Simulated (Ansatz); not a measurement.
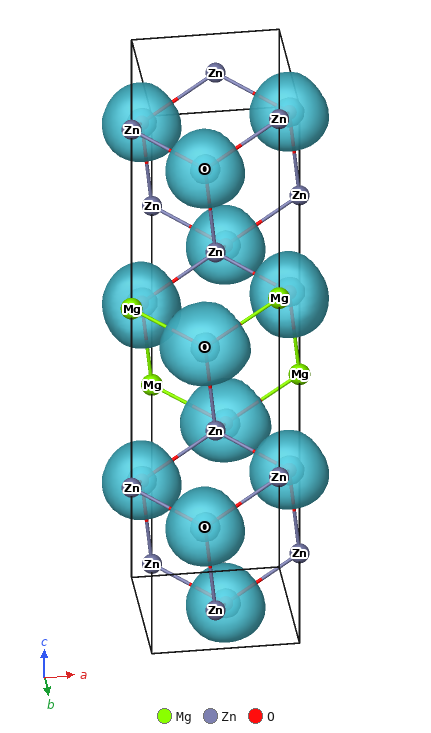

*MgZn5O6. Isosurface of the electron localisation function at 0.65 (cyan), seen at an oblique angle. Core shells and regions of very low density are left out. Sticks mark near contacts.*

Space group P-4m2; a structure generated by program, which may or may not match a known phase.

Method: Ansatz, DFT PBE, scalar-relativistic, plane waves, PAW.

In a PAW calculation such maps are meaningful between the atoms, not at the nuclei.

```xyz
12
Lattice="3.2709 0.0000 0.0000 0.0000 3.2709 0.0000 0.0000 0.0000 13.7852" Properties=species:S:1:pos:R:3 pbc="T T T"
Mg    0.0000    0.0000    6.8926
Zn    0.0000    0.0000   11.4817
Zn    1.6354    1.6354    0.0000
Zn    0.0000    0.0000    2.3035
Zn    1.6354    1.6354    4.6085
Zn    1.6354    1.6354    9.1766
O     1.6354    0.0000    1.1518
O     0.0000    1.6354    3.4548
O     1.6354    0.0000    5.7676
O     0.0000    1.6354    8.0176
O     1.6354    0.0000   10.3303
O     0.0000    1.6354   12.6334
```

> Describe the localisation domains.

At this value the surface marks out six regions wrapped around O (the valence shell of each), counted in one cell of 12 atoms. Regions shared between cells count once.

Values along the shortest contacts:
Mg–O (1.99 Å): the ELF peaks at about 0.85 in the valence shell of O, 0.7 Å from its nucleus, and is about 0.35 at the midpoint (a largely ionic contact). Zn–O (2.00 Å): the ELF peaks at about 0.85 in the valence shell of O, 0.6 Å from its nucleus, and is about 0.25 at the midpoint (no localised pair shows between them).
